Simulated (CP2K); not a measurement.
# One shape, several levels: SnH2O2 (SMILES [OH][Sn][OH])

We compute a comparison of 4 runs (PBE0/TZV2P-MOLOPT-PBE0-GTH, PM3, PM6, GFN1-xTB) of SnH2O2. 

Program for the calculation: CP2K 2026.2.

5 further runs of the same task are left out: 3 that didn't finish, 2 set aside as unsound or not needed.

### Step 1. The molecule

SnH2O2 has 5 atoms, charge 0, and is taken as a singlet. As SMILES, `[OH][Sn][OH]`. The Sn2–O3 distance was set to 4.326 Å, away from the relaxed value. At this shape a bond of the SMILES string is far longer than usual.

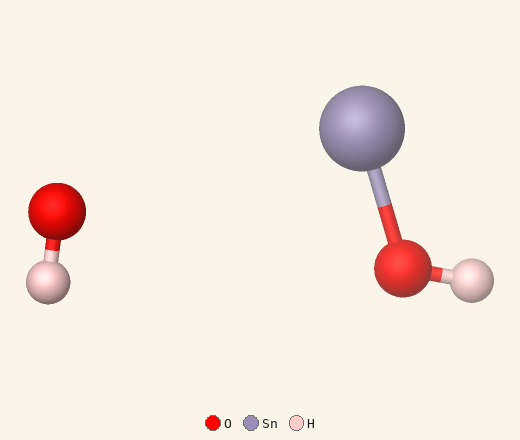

Viewed from a chosen angle; oxygen red, tin purple, hydrogen pink.

### Step 2. The energy at PBE0/TZV2P-MOLOPT-PBE0-GTH (core potential) (run 1)

File calc.inp:

```
&GLOBAL
  PROJECT calc
  RUN_TYPE ENERGY
  PRINT_LEVEL MEDIUM
&END GLOBAL
&FORCE_EVAL
  METHOD QS
  &DFT
    BASIS_SET_FILE_NAME BASIS_MOLOPT_UZH
    BASIS_SET_FILE_NAME BASIS_ADMM_UZH
    POTENTIAL_FILE_NAME POTENTIAL_UZH
    ! Quickstep
    &QS
      METHOD GPW
      EPS_DEFAULT 1.0E-10
    &END QS
    ! real-space grids
    &MGRID
      CUTOFF 400
      REL_CUTOFF 50
      NGRIDS 4
    &END MGRID
    ! isolated system
    &POISSON
      PERIODIC NONE
      POISSON_SOLVER MULTIPOLE
    &END POISSON
    ! self-consistent field
    &SCF
      SCF_GUESS ATOMIC
      EPS_SCF 1.0E-06
      MAX_SCF 30
      &OT
        MINIMIZER DIIS
        PRECONDITIONER FULL_ALL
      &END OT
      &OUTER_SCF
        EPS_SCF 1.0E-06
        MAX_SCF 10
      &END OUTER_SCF
    &END SCF
    &XC
      &XC_FUNCTIONAL
        &PBE
          SCALE_X 0.75
          SCALE_C 1.0
        &END PBE
      &END XC_FUNCTIONAL
      ! exact exchange
      &HF
        FRACTION 0.25
        &SCREENING
          EPS_SCHWARZ 1.0E-09
        &END SCREENING
        &MEMORY
          MAX_MEMORY 1050
        &END MEMORY
      &END HF
    &END XC
    &AUXILIARY_DENSITY_MATRIX_METHOD
      ADMM_TYPE ADMMS
      EXCH_CORRECTION_FUNC PBEX
    &END AUXILIARY_DENSITY_MATRIX_METHOD
    &PRINT
      &MOMENTS
        PERIODIC F
        REFERENCE COM
        MAX_MOMENT 1
      &END MOMENTS
      &MO_CUBES
        NLUMO 5
        NHOMO -1
        WRITE_CUBE F
      &END MO_CUBES
      &HIRSHFELD OFF
      &END HIRSHFELD
    &END PRINT
  &END DFT
  &SUBSYS
    &CELL
      ABC 12.5 9.8 8.6
      PERIODIC NONE
    &END CELL
    &COORD
      O     -3.042928    -0.958375    -0.416037
      Sn    -2.212328    -2.080075     0.998663
      O      1.561800     0.002900     0.636100
      H     -3.959828    -1.141775    -0.633637
      H      1.527200     0.695100    -0.033300
    &END COORD
    &TOPOLOGY
      &CENTER_COORDINATES
      &END CENTER_COORDINATES
    &END TOPOLOGY
    &KIND O
      BASIS_SET ORB TZV2P-MOLOPT-PBE0-GTH-q6
      BASIS_SET AUX_FIT admm-tzp-q6
      POTENTIAL GTH-PBE0-q6
    &END KIND
    &KIND Sn
      BASIS_SET ORB TZV2P-MOLOPT-PBE0-GTH-q4
      BASIS_SET AUX_FIT admm-tzp-q4
      POTENTIAL GTH-PBE0-q4
    &END KIND
    &KIND H
      BASIS_SET ORB TZV2P-MOLOPT-PBE0-GTH-q1
      BASIS_SET AUX_FIT admm-tzp-q1
      POTENTIAL GTH-PBE0-q1
    &END KIND
  &END SUBSYS
&END FORCE_EVAL
```

On the command line:

```
$ OMP_NUM_THREADS=1 cp2k.psmp calc.inp > calc.out
```

What it wrote:

```text
CP2K| version string:                                       CP2K version 2026.2
[...]
 GLOBAL| Method name                                                        CP2K
[...]
 GLOBAL| Run type                                                         ENERGY
[...]
 DFT| Spin restricted Kohn-Sham (RKS) calculation                            RKS
 DFT| Multiplicity                                                             1
[...]
 DFT| Charge                                                                   0
[...]
 FUNCTIONAL| PBE:
 QS| Method:                                                                 GPW
[...]
 QS| Density cutoff [a.u.]:                                                200.0
[...]
 QS| Relative density cutoff [a.u.]:                                        25.0
[...]
                             - Atoms:                                          5
[...]
                             - Spherical basis functions:                    115
[...]
 Number of electrons:                                                         18
[...]
     1 OT DIIS     0.15E+00    3.1     0.15865662       -34.4627023114 -3.45E+01
[...]
    27 OT DIIS     0.15E+00    2.5     0.00000009       -36.5313198691 -7.97E-09
  *** SCF run converged in    27 steps ***
[...]
  Overlap energy of the core charge distribution:               0.00000012279911
  Self energy of the core charge distribution:                -92.63191380348908
  Core Hamiltonian energy:                                     25.86255990878368
  Hartree energy:                                              38.77027942222148
  Exchange-correlation energy:                                 -6.58834402180706
  Hartree-Fock Exchange energy:                                -1.94390149757713
  Total energy:                                               -36.53131986906901
[...]
                     Mulliken Population Analysis
 #  Atom  Element  Kind  Atomic population                           Net charge
       1     O        1          6.522490                             -0.522490
       2     Sn       2          3.139948                              0.860052
       3     O        1          6.547064                             -0.547064
       4     H        3          0.866252                              0.133748
       5     H        3          0.924245                              0.075755
 # Total charge                             18.000000                 -0.000000
[...]
  Dipole moment [Debye]
    X= -0.9147972E+01 Y= -0.4890762E+01 Z=  0.7247442E+00  Total=     10.3985668
[...]
 HOMO - LUMO gap [eV] :    1.350676
 ENERGY| Total FORCE_EVAL ( QS ) energy [hartree]            -36.531319869069009
[...]
```

Wall time 2.4 min (1 thread of Arm Neoverse V1, shared host); peak memory 0.99 GiB.

### Step 3. A single-point energy at PM3 (run 2)

File molecule.xyz:

```xyz
5

O     -3.042928    -0.958375    -0.416037
Sn    -2.212328    -2.080075     0.998663
O      1.561800     0.002900     0.636100
H     -3.959828    -1.141775    -0.633637
H      1.527200     0.695100    -0.033300
```

File mol.inp:

```
&GLOBAL
 PROJECT mol
 RUN_TYPE ENERGY
 PRINT_LEVEL MEDIUM
&END GLOBAL

&FORCE_EVAL
 METHOD Quickstep
 &DFT
  # Quickstep
  &QS
   METHOD PM3
   EPS_DEFAULT 1.0E-10
   &SE
    &COULOMB
     CUTOFF [angstrom] 50
     RC_RANGE [angstrom] 0
    &END COULOMB
    &EXCHANGE
     CUTOFF [angstrom] 50
     RC_RANGE [angstrom] 0
    &END EXCHANGE
   &END SE
  &END QS
  &POISSON
   PERIODIC NONE
   POISSON_SOLVER ANALYTIC
  &END POISSON
  &SCF
   SCF_GUESS ATOMIC
   EPS_SCF 1.0E-06
   MAX_SCF 50
   &OT
    MINIMIZER DIIS
    PRECONDITIONER FULL_ALL
   &END OT
   &OUTER_SCF
    EPS_SCF 1.0E-06
    MAX_SCF 10
   &END OUTER_SCF
  &END SCF
  &PRINT
   &MOMENTS
    PERIODIC F
    REFERENCE COM
    MAX_MOMENT 1
   &END MOMENTS
   &MO_CUBES
    NLUMO 1
    NHOMO -1
    WRITE_CUBE F
   &END MO_CUBES
   &HIRSHFELD OFF
   &END HIRSHFELD
  &END PRINT
 &END DFT
 &SUBSYS
  &CELL
   ABC 17.5 14.8 13.6
   PERIODIC NONE
  &END CELL
  &TOPOLOGY
   COORD_FILE_NAME molecule.xyz
   COORD_FILE_FORMAT XYZ
   &CENTER_COORDINATES
   &END CENTER_COORDINATES
  &END TOPOLOGY
 &END SUBSYS
&END FORCE_EVAL
```

On the command line:

```
$ OMP_NUM_THREADS=1 cp2k.psmp mol.inp > mol.out
```

What it wrote:

```text
CP2K| version string:                                       CP2K version 2026.2
[...]
 GLOBAL| Method name                                                        CP2K
[...]
 GLOBAL| Run type                                                         ENERGY
[...]
                             - Atoms:                                          5
[...]
                             - Spherical basis functions:                     14
[...]
 Number of electrons:                                                         18
[...]
     1 OT DIIS     0.15E+00    0.0     0.41039054       -23.0951248020 -2.31E+01
[...]
    27 OT DIIS     0.15E+00    0.0     0.00000071       -25.5376929327 -1.41E-10
  *** SCF run converged in    27 steps ***
  Core-core repulsion energy [eV]:                            543.74307098253757
  Core Hamiltonian energy [eV]:                             -1165.38047526492846
  Two-electron integral energy [eV]:                         -146.55712184047479
  Electronic energy [eV]:                                   -1238.65903618516609
  Total energy [eV]:                                         -694.91596520262829
  Atomic reference energy [eV]:                               696.53387979770037
  Heat of formation [kcal/mol]:                                37.30999986365078
[...]
 SE_DIPOLE| Moment [Debye]         10.12107582       5.35997328      -0.75778274
 SE_DIPOLE| Derivative [a.u.]       0.00000000       0.00000000       0.00000000
 *** WARNING in qs_scf_post_se.F:140 :: Printing of MO cube files not ***
 *** implemented for Semi-Empirical method.                           ***
 ENERGY| Total FORCE_EVAL ( QS ) energy [hartree]            -25.537692932702342
[...]
```

Wall time 0.85 s (1 thread of Arm Neoverse V1, shared host).

Run 3 isn't shown in full; the table further down has it.

### Step 4. A single-point energy at GFN1-xTB (run 4)

molecule.xyz is that of step 3.

File run.inp:

```
&FORCE_EVAL
 METHOD Quickstep
 &DFT
  &QS
   METHOD XTB
   EPS_DEFAULT 1.0E-10
   &XTB
    GFN_TYPE 1
    CHECK_ATOMIC_CHARGES F
   &END
  &END
  ! isolated system
  &POISSON
   PERIODIC NONE
   POISSON_SOLVER ANALYTIC
  &END
  ! self-consistent field
  &SCF
   SCF_GUESS ATOMIC
   EPS_SCF 1.0E-07
   MAX_SCF 40
   &OT
    MINIMIZER CG
    PRECONDITIONER FULL_SINGLE_INVERSE
   &END
   &OUTER_SCF
    EPS_SCF 1.0E-07
    MAX_SCF 10
   &END
  &END
  ! extra output
  &PRINT
   &MOMENTS
    PERIODIC F
    REFERENCE COM
    MAX_MOMENT 1
   &END
   &MO_CUBES
    NLUMO 3
    NHOMO -1
    WRITE_CUBE F
   &END
   &HIRSHFELD OFF
   &END
  &END
 &END
 ! atoms, cell and kinds
 &SUBSYS
  ! box in angstrom
  &CELL
   ABC 17.5 14.8 13.6
   PERIODIC NONE
  &END
  &TOPOLOGY
   COORD_FILE_NAME molecule.xyz
   COORD_FILE_FORMAT XYZ
   &CENTER_COORDINATES
   &END
  &END
 &END
&END

&GLOBAL
 PROJECT_NAME run
 RUN_TYPE ENERGY
 PRINT_LEVEL MEDIUM
&END
```

On the command line:

```
$ OMP_NUM_THREADS=1 cp2k.psmp run.inp > run.out
```

What it wrote:

```text
CP2K| version string:                                       CP2K version 2026.2
[...]
 GLOBAL| Method name                                                        CP2K
[...]
 GLOBAL| Run type                                                         ENERGY
[...]
                             - Atoms:                                          5
[...]
                             - Spherical basis functions:                     21
[...]
 Number of electrons:                                                         18
[...]
     1 OT CG       0.80E-01    0.0     0.14627680       -12.5354006333 -1.25E+01
[...]
    35 OT CG       0.11E+00    0.0     0.00000008       -12.8207777620 -1.21E-13
  *** SCF run converged in    35 steps ***
[...]
 TB_DIPOLE| Moment [Debye]         -9.57350281      -5.71808767       1.32969319
 TB_DIPOLE| Derivative [a.u.]       0.00000000       0.00000000       0.00000000
[...]
 ENERGY| Total FORCE_EVAL ( QS ) energy [hartree]            -12.820777762039681
[...]
```

Wall time 0.68 s (1 thread of Arm Neoverse V1, shared host).

### Step 5. The series

| run | level | core potential | scheme | energy (Eh) | dipole moment (D) | wall time |
| --- | --- | --- | --- | --- | --- | --- |
| 1 | PBE0/TZV2P-MOLOPT-PBE0-GTH (core potential) | GTH-PBE0 | GPW | -36.531320 | 10.40 | 2.4 min |
| 2 | PM3 | – | – | -25.537693 | 11.48 | 0.85 s |
| 3 | PM6 | – | – | -24.953449 | 16.18 | 0.74 s |
| 4 | GFN1-xTB | – | – | -12.820778 | 11.23 | 0.68 s |

### Step 6. Outcome

| quantity | value |
| --- | --- |
| run 4: total energy | -12.82078 Eh |
| run 4: dipole moment (from atomic charges alone) | 11.23 D |
| run 4: HOMO energy | -9.48 eV |
| run 4: dispersion energy | -2.08 kJ/mol |

In words: The dipole moment (its size) runs from 10.40 D (PBE0/TZV2P-MOLOPT-PBE0-GTH) to 16.18 D (PM6). The two ends differ in method and basis and Hamiltonian and core potential. Some of these are taken from atomic charges alone. In runs 1, 2, 3, 4 a closed-shell determinant meets a far-stretched bond, which it describes badly. Force-field and semi-empirical energies have zeros of their own, so their totals don't compare. All runs together took 2.5 min, the longest 2.4 min.
